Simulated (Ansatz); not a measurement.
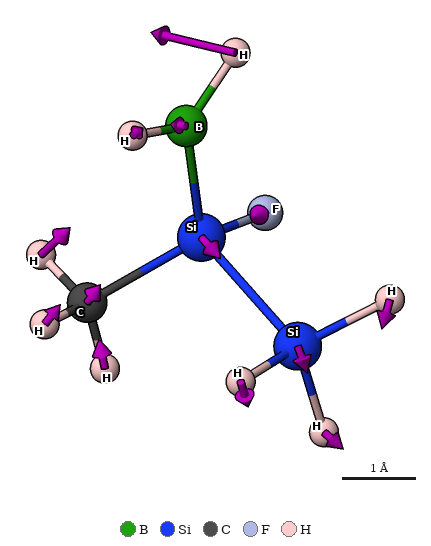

A relaxation of CH8BFSi2. The starting structure is drawn; purple arrows show the displacements, magnified 10 times. The two geometries are superimposed by the best rigid fit.

Style: ball-and-stick. Shown at a tilt.

The start comes from PBE-D4/def2-SVP.

Level of theory: RKS PBE0-D4/def2-TZVP in Ansatz 0.2.0. Set-up: force threshold 0.005 eV/Å; at most 150 steps.

Question: Which element moves most?

Answer: Hydrogen: up to 0.15 Å, against 0.05 Å for fluorine.

Question: What happened in the run?

Answer: An H atom moves most after the best rigid fit: 0.15 Å. Largest moves by element: H 0.15 Å, F 0.05 Å, Si 0.05 Å, C 0.04 Å, B 0.03 Å. Among the contacts that change: F–Si 1.657 → 1.616 Å, B–H 1.219 → 1.198 Å, Si–Si 2.383 → 2.364 Å, H–Si 1.508 → 1.489 Å. Bond angles that change, for instance: B–Si–Si 101.8° → 104.6°, B–Si–C 117.3° → 114.7°. After 11 accepted moves (12 points after the start) the energy has fallen by 6.44 kJ/mol. The largest force component goes from 0.89 to 0.0046 eV/Å. The line search rejected the trial step at point 10 of the run. The run took 47 s on 4 threads of Arm Neoverse V2 (shared host).
